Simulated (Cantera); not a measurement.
Input: 1 mol Si2H6, 1.5 mol HCl, 4.4 mol H2, equilibrated at 1 atm.

Method: chemical equilibrium by Gibbs-energy minimisation in Cantera with the NASA 1993 tables (ideal gas, pure condensed phases). Candidate condensed phases: Si; 19 gas species. The feed counts by its element totals alone. The tables' values for SiCl3 are old estimates; treat these amounts as uncertain. Rates play no part.

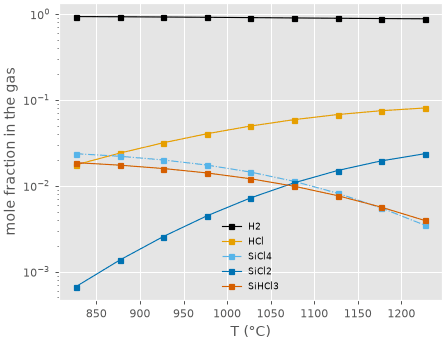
Equilibrium gas composition (values under 1e-9 drawn at 1e-9)

Question: Read off the mole fractions at 977 °C.

Answer: H2 about 0.92, HCl about 0.040, SiCl4 about 0.017, SiHCl3 about 0.014, SiCl2 about 0.0045.
